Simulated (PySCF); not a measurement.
# As$_{2}$H$_{6}$: frequency calculation

- system: As$_{2}$H$_{6}$, multiplicity 3
- method: UKS-based PBE0, As def2-TZVP, H def2-TZVP; non-relativistic Hamiltonian; density fitting (PySCF 2.14.0)

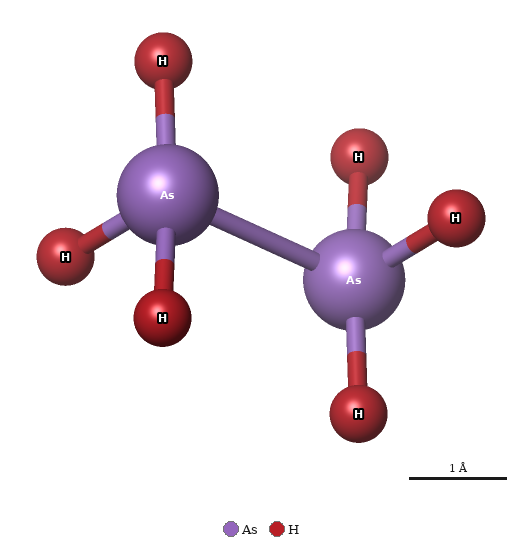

**Figure 1.** The structure (ball-and-stick view, seen at a tilt). Bond lengths as drawn: As–As 2.43 Å and As–H 1.51 to 1.65 Å.

**Input**
```python
from pyscf import gto, scf, dft
mol = gto.M(atom='''
As     1.199191    -0.200226    -0.000000
As    -1.199191     0.200226     0.000000
H     -1.133145     1.713148     0.000000
H      1.133145    -1.713148    -0.000000
H      1.305175    -0.169669     1.648576
H      1.305175    -0.169669    -1.648576
H     -1.305175     0.169669     1.648576
H     -1.305175     0.169669    -1.648576''',
    basis={'As': 'def2-TZVP', 'H': 'def2-TZVP'},
    charge=0, spin=2)
mf = dft.UKS(mol, xc='PBE0')
mf.grids.atom_grid = (75, 302)
aux = {'As': 'def2-universal-JKFIT', 'H': 'def2-universal-JKFIT'}
mf = mf.density_fit(auxbasis=aux)
mf.conv_tol = 1e-09
mf.diis_space = 10
mf.max_cycle = 60
mf.verbose = 4
mf.kernel()
```

The script is an equivalent of the set-up of the self-consistent field. The run itself was carried out by a driver, which started from the orbitals of the step before it where there was one and computed the further properties.

Run on 4 threads of Arm Neoverse V2, 24 GiB of memory available, shared host.

Command:
```bash
OMP_NUM_THREADS=4 python axn.py task.json out
```

**Output**
```
init E= -4474.62188806882
  alpha nocc = 37  HOMO = -0.190514948511445  LUMO = -0.0223076639999285
  beta  nocc = 35  HOMO = -0.297732802959313  LUMO = -0.0922901361679367
  HOMO = -0.190514948511  LUMO = -0.0922901361679  gap/eV = 2.67283
cycle= 1 E= -4474.62188806883  delta_E= -1e-11  |g|= 1.08e-06  |ddm|= 1.68e-06
  alpha nocc = 37  HOMO = -0.190514972468628  LUMO = -0.0223077858199048
  beta  nocc = 35  HOMO = -0.297732914920528  LUMO = -0.0922901830450966
  HOMO = -0.190514972469  LUMO = -0.0922901830451  gap/eV = 2.67283
Extra cycle  E= -4474.62188806882  delta_E= 1.18e-11  |g|= 1.11e-06  |ddm|= 1.56e-06
converged SCF energy = -4474.62188806882  <S^2> = 2.0240737  2S+1 = 3.0160064
```

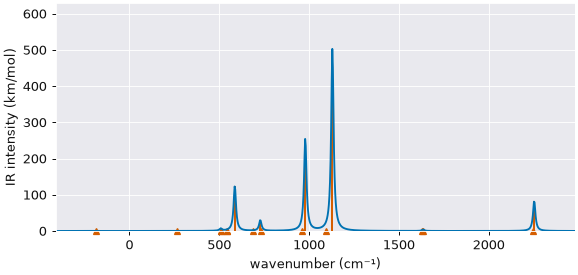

**Figure 2.** Harmonic infrared spectrum, unscaled: sticks (degenerate modes added up, dark ones marked on the axis) with a Lorentzian envelope of 16 cm⁻¹ full width, scaled to the tallest stick; imaginary modes are drawn at negative wavenumbers. 18 modes from 184i to 2253 cm⁻¹, 1 imaginary beyond 8i (184i cm⁻¹): a first-order saddle point, if the geometry is stationary. The strongest line is at 1130 cm⁻¹ (503 km/mol).

**Results in brief**

```json
{"quantity": "outcome", "value": "converged"}
{"quantity": "total energy", "value": "−4474.621888 hartree"}
{"quantity": "⟨S²⟩", "value": "2.024"}
{"quantity": "zero-point energy", "value": "0.038812 hartree"}
{"quantity": "dipole moment", "value": "0.00 D"}
{"quantity": "wavenumbers, lowest and highest", "value": "184i and 2253 cm⁻¹"}
{"quantity": "wall time", "value": "2.6 min (CPU time 8.1 min)"}
{"quantity": "peak memory", "value": "2.2 GiB"}
```
